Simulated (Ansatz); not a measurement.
# [BH2F2]− (SMILES F[BH2-]F) at r2SCAN/STO-3G

Aim: the energy change on altering one bond length of [BH2F2]− at r2SCAN/STO-3G, from 2 runs. 

The results are computed with Ansatz 0.2.0.

2 further runs of the same task are left out: 1 that didn't finish, 1 set aside as unsound or not needed.

## (1) Starting point

[BH2F2]−: 5 atoms, total charge -1, spin state singlet. SMILES: `F[BH2-]F`. The coordinates come from a GFN2-xTB relaxation.

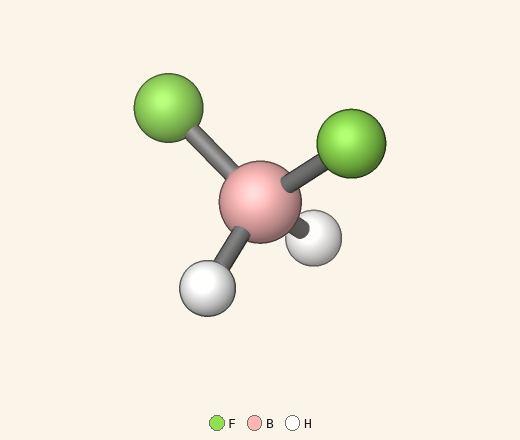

Viewed from a chosen angle; fluorine green, boron pink, hydrogen white.

## (2) The energy at r2SCAN/STO-3G

Contents of run.yaml:

```yaml
crystal:
  periodic: [false, false, false]
  atoms:
    - {symbol: F, position_ang: [-1.176970, 0.624500, 0.383180]}
    - {symbol: B, position_ang: [0.033530, 0.014270, -0.056090]}
    - {symbol: F, position_ang: [0.407580, -0.947330, 0.926670]}
    - {symbol: H, position_ang: [-0.171950, -0.560090, -1.118950]}
    - {symbol: H, position_ang: [0.907810, 0.868650, -0.134810]}
basis:
  gaussian:
    orbitals: STO-3G
total_charge: -1
hamiltonian:
  xc: r2scan
accuracy: high
```

Command:

```bash
ansatz run run.yaml --threads 1 --pin off --max-ram 2610MiB --events-out events.jsonl --progress --plain --runs-dir runs
```

Standard output:

```text
Warning: RAYON_NUM_THREADS=1 ignored (pool sized by the plan → 1); use --threads N
Functional definition: r2SCAN
  name "r2SCAN"
  parameter k0 = 0.174
  parameter k1 = 0.065
  parameter a1 = 4.9479
  exchange = r2scan_x(k0 = k0, k1 = k1, a1 = a1)
  correlation = r2scan_c
297 factors; integrals over basis functions are off by at most 3.2e-8 eV
mean field evaluation 1: about -6051.5459 eV, gradient 1.5e1 eV
mean field evaluation 2: about -6052.0879 eV, gradient 7.9e0 eV
mean field evaluation 4: about -6052.3397 eV, gradient 2.1e-1 eV
mean field evaluation 8: about -6052.2615 eV, gradient 3.4e-4 eV
mean field -6052.26145563 eV, -222.4165061241 hartree, gradient 1.7e-8 eV, S^2 0.000000; 0 other end points of the search recorded, 0 dependent functions left out
reference -6052.26145591 eV, -222.4165061347 hartree; 13, 13 occupied and 4, 4 virtual orbitals, 297 factors
Total energy: -6052.26145591 eV, -222.4165061347 hartree
```

Wall time 2.1 s (1 thread of Arm Neoverse V1, shared host); peak memory 0.13 GiB.

## (3) The distorted shape, same level

Contents of molecule.yaml:

```yaml
crystal:
  periodic: [false, false, false]
  atoms:
    - {symbol: F, position_ang: [-1.125607, 0.768071, 0.648860]}
    - {symbol: B, position_ang: [0.084893, 0.157841, 0.209590]}
    - {symbol: F, position_ang: [0.458943, -0.803759, 1.192350]}
    - {symbol: H, position_ang: [-0.171950, -0.560090, -1.118950]}
    - {symbol: H, position_ang: [0.959173, 1.012221, 0.130870]}
basis:
  gaussian:
    orbitals: STO-3G
total_charge: -1
hamiltonian:
  xc: {name: r2SCAN}
accuracy: high
```

Command:

```bash
ansatz run molecule.yaml --threads 1 --pin off --max-ram 2610MiB --events-out events.jsonl --progress --plain --runs-dir runs
```

Standard output, cut to the lines that bear on the results:

```text
Warning: RAYON_NUM_THREADS=1 ignored (pool sized by the plan → 1); use --threads N
[... 7 set-up lines as earlier in the session ...]
297 factors; integrals over basis functions are off by at most 3.7e-8 eV
mean field evaluation 1: about -6050.0781 eV, gradient 1.9e1 eV
mean field evaluation 2: about -6050.6214 eV, gradient 1.5e1 eV
mean field evaluation 4: about -6051.7229 eV, gradient 3.9e-1 eV
mean field evaluation 8: about -6051.6342 eV, gradient 5.0e-4 eV
mean field -6051.63418055 eV, -222.3934541903 hartree, gradient 6.2e-8 eV, S^2 0.000000; 0 other end points of the search recorded, 0 dependent functions left out
reference -6051.63418085 eV, -222.3934542014 hartree; 13, 13 occupied and 4, 4 virtual orbitals, 297 factors
Total energy: -6051.63418085 eV, -222.3934542014 hartree
```

Wall time 2.1 s (1 thread of Arm Neoverse V1, shared host); peak memory 0.13 GiB.

## (4) Summary of results

At r2SCAN/STO-3G:

```
                                                         quantity          value
                                        first shape: total energy  -222.41651 Eh
                                    distorted shape: total energy  -222.39345 Eh
energy change with the B2–H4 bond stretched from 1.225 to 1.532 Å       0.627 eV
```

**Reading.** With the B2–H4 bond stretched from 1.225 to 1.532 Å the energy rises by 0.63 eV (14.5 kcal/mol). The first shape isn't relaxed at this level, so the change isn't measured from a minimum. The minimal basis adds a large error of its own.
